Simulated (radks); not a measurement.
Computed with the in-house radial solver radks: Dirac Kohn-Sham, PBEsol, spin-unpolarised, spherical densities, finite nucleus. The occupation of the 5p shell is varied from Xe⁴⁺ ([Kr] 4d10 5s2 5p2 (5p1/2: 2)) to Xe³⁺ ([Kr] 4d10 5s2 5p3 (5p1/2: 2, 5p3/2: 1)), with spherical fractional occupations. Wanted, and plotted below: the total energy less the straight line between the end points.

The curve is convex (below the straight line), with the largest deviation among the points computed, −1.35 eV, at 0.5. The end points differ by 41.6 eV, the energy to take the electron out. Convexity is the mark of the delocalisation error, which puts fractional charges too low; for p, d and f shells the spherical spreading of the fraction adds to it.

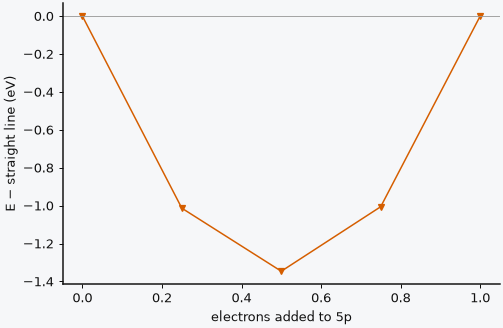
